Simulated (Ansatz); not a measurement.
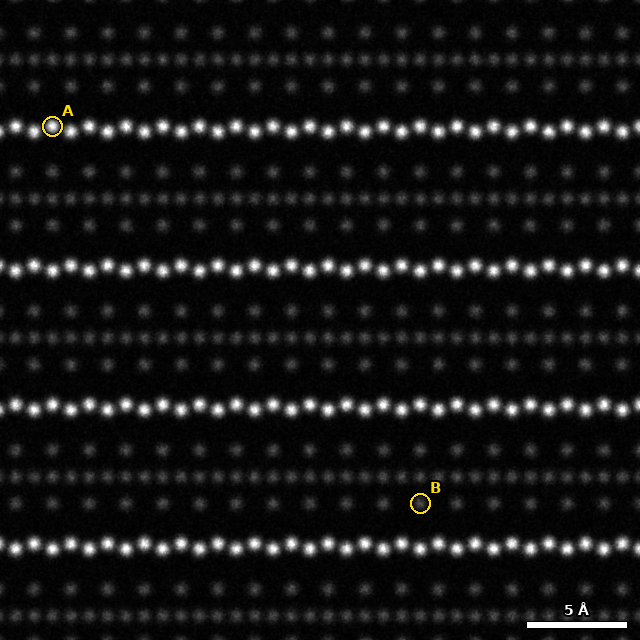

Dark-field STEM-like image of Si₂As (I4/mmm, No. 139) along [210]. Simulated incoherent Z contrast: every atom adds Z^1.6 spread by a probe of 0.50 Å full width; channelling and multiple scattering are left out. Shot noise was added. Model: the geometry relaxed (final pressure about -2.3 GPa) with Ansatz 0.2.0, DFT, PAW plane waves, r2scan; the starting structure was generated, so it need not be a known form of this composition.

```
Si As
1.0
     4.16936    0.00000    0.00000
     0.00000    4.16936    0.00000
     0.00000    0.00000   14.10917
Si As
8 4
Direct
  0.00000 0.50000 0.00000
  0.50000 0.00000 0.00000
  0.50000 0.50000 0.90386
  0.00000 0.00000 0.59614
  0.50000 0.00000 0.50000
  0.00000 0.50000 0.50000
  0.00000 0.00000 0.40386
  0.50000 0.50000 0.09614
  0.50000 0.50000 0.74067
  0.00000 0.00000 0.75933
  0.00000 0.00000 0.24067
  0.50000 0.50000 0.25933
```

Name the elements in each circled column.

Answer. A: As (1 As per 9.32 Å along the beam; the brightest kind). B: Si (1 Si per 9.32 Å along the beam; about 25 % of the brightest peak). Brightness is counted from the darkest point of the image.
